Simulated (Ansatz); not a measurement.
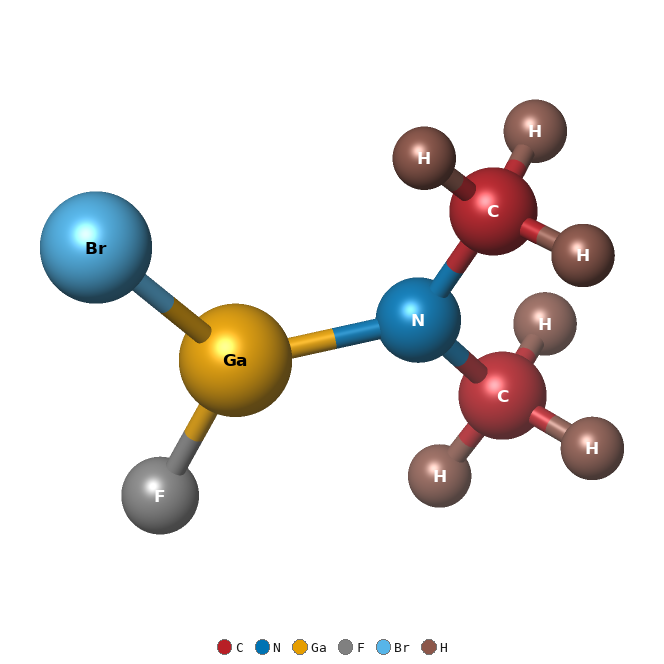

Ball-and-stick drawing of a structure.

The geometry was computed by an optimisation with PBE0-D4/def2-TZVP.

Question: What is the molecular formula?

Answer: C₂H₆BrFGaN, 12 atoms: 2 carbon, 6 hydrogen, 1 bromine, 1 fluorine, 1 gallium and 1 nitrogen.

Question: Give a SMILES string for it.

Answer: C[N](C)[Ga]([F])[Br]

Question: What is the point group of this geometry?

Answer: Cs.

Question: How many atoms are distinct by symmetry?

Answer: 10: 1 C, 1 N, 1 C, 1 Ga, 1 F, 1 Br, 2 H, 1 H, 1 H, 2 H.

The parts below concern this one geometry. Atoms keep their numbers from picture to picture.

Geometry

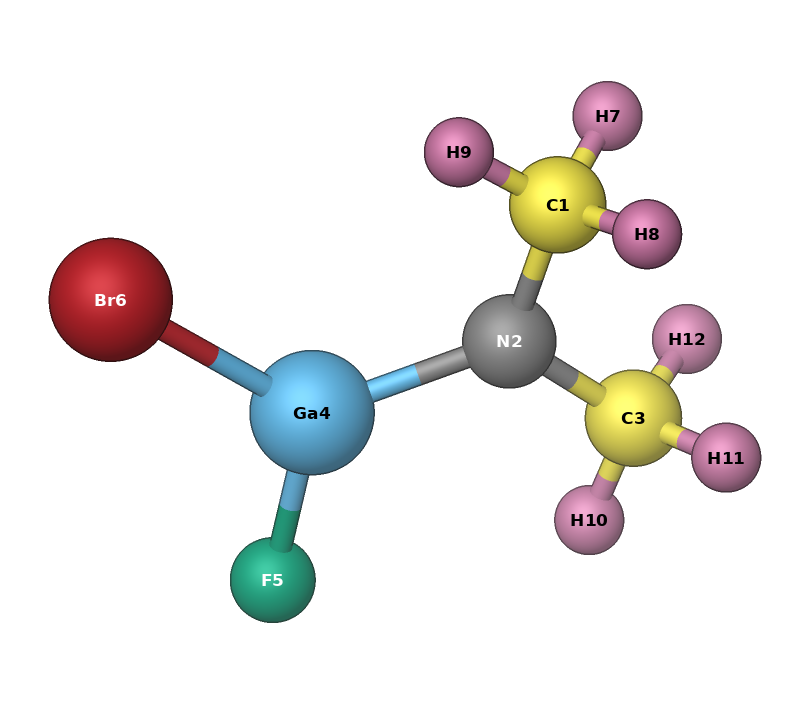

Atoms carry their numbers in the input.

Which atoms are bonded, and how long are the bonds?

```csv
bond,length (Å)
C1–N2,1.441
C1–H7,1.098
C1–H8,1.098
C1–H9,1.092
N2–C3,1.443
N2–Ga4,1.795
C3–H10,1.091
C3–H11,1.098
C3–H12,1.098
Ga4–F5,1.747
Ga4–Br6,2.262
```

Vibrations

Harmonic vibrations computed with RKS PBE0-D4/def2-TZVP (Ansatz 0.2.0) at a stationary point of the same level.

Question: How many vibrational modes are there, and where do they lie?

Answer: 30 modes: 73, 79, 129, 150, 153, 227, 258, 266, 301, 346, 589, 692, 1022, 1095, 1120, 1161, 1243, 1317, 1445, 1469, 1471, 1480, 1499, 1519, 2991, 2995, 3033, 3042, 3120, 3127 cm⁻¹.

Dipole moment

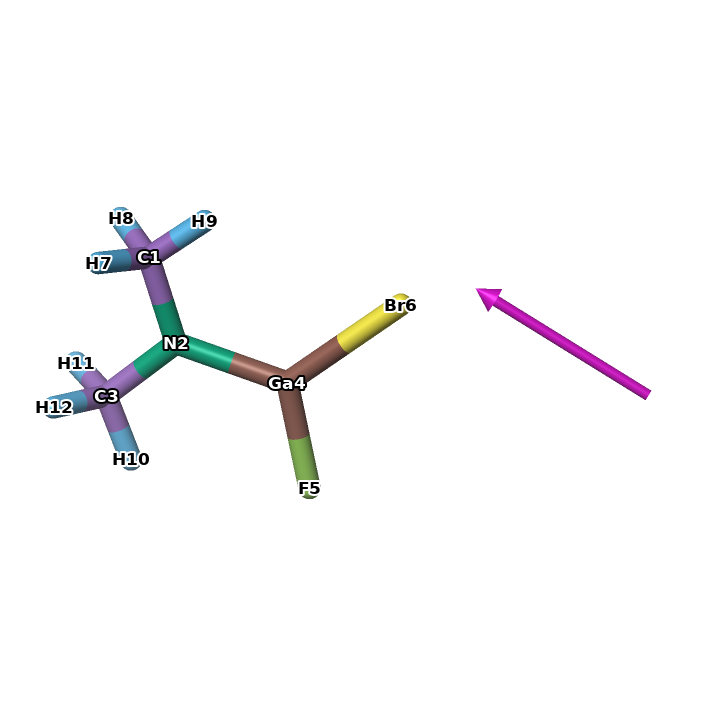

The arrow beside the molecule shows the direction of the dipole moment, from the negative to the positive end (its length means nothing). Properties computed with RKS B3LYP-D4/def2-TZVPP (Ansatz 0.2.0).

Question: Estimate the dipole moment.

Answer: 2.80 D; it points from the side of F5 to the side of H7, H8 (the outermost atoms at the two ends).

Electronic properties

Level of theory: RKS PBE0-D4/def2-QZVPP (Ansatz 0.2.0).

Question: Give the dispersion correction at this level.

Answer: −24.8 kJ/mol.

Question: What is the HOMO–LUMO gap?

Answer: 5.71 eV.

Question: Give the HOMO energy (Kohn–Sham orbital) at this level.

Answer: −6.91 eV.
